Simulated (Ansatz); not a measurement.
**How methods differ on SnH3O2 (SMILES [OH][SnH][OH])**

SnH3O2: 6 atoms, total charge 0, spin state doublet. SMILES: `[OH][SnH][OH]`. The shape was relaxed beforehand at B3LYP/def2-SVP. This is one conformer, not always the lowest.

```csv
atom,x (Å),y (Å),z (Å)
O,-1.3064,-0.6930,-0.2417
Sn,0.4129,0.2846,-0.6493
O,1.4153,-0.0107,1.0594
H,-1.8866,-0.7833,-1.0116
H,0.1449,2.0352,-0.6235
H,1.2618,-0.8967,1.4207
```

Each level gives the dissociation energy of the H5–Sn2 bond into doublet H and singlet SnH2O2 (shapes relaxed at B3LYP/def2-SVP, no zero-point term) (eV). The values are calculated.

```csv
level,kind,program,value (eV)
UHF/def2-TZVP (core potential),Hartree–Fock,Ansatz,0.83
USVWN5/def2-TZVP (core potential),LDA,Ansatz,1.26
UBLYP/def2-TZVP (core potential),GGA,Ansatz,0.95
U-r2SCAN/def2-TZVP (core potential),meta-GGA,Ansatz,1.15
UB3LYP/def2-TZVP (core potential),global hybrid,Ansatz,1.02
U-wB97M-V/def2-TZVP (core potential),range-separated hybrid,Ansatz,1.05
UCAM-B3LYP/def2-TZVP (core potential),range-separated hybrid,Ansatz,1.05
UB2PLYP/def2-TZVP (core potential),double hybrid,Ansatz,0.92
RPA@PBE/def2-TZVP (core potential),RPA,Ansatz,0.97
```

Spin-orbit coupling, which can split open shells on such heavy atoms by tenths of an eV, is left out. The values span 0.83 to 1.26 eV. A fragment with an even electron count was run as a singlet and may have a lower triplet. Measured bond enthalpies also hold zero-point and thermal terms, a few tenths of an eV less.

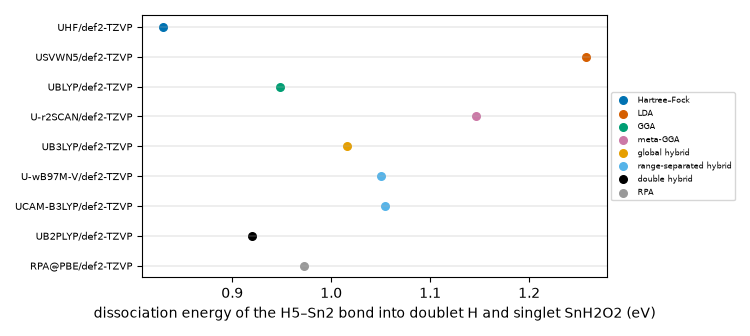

The values of the table, level by level.
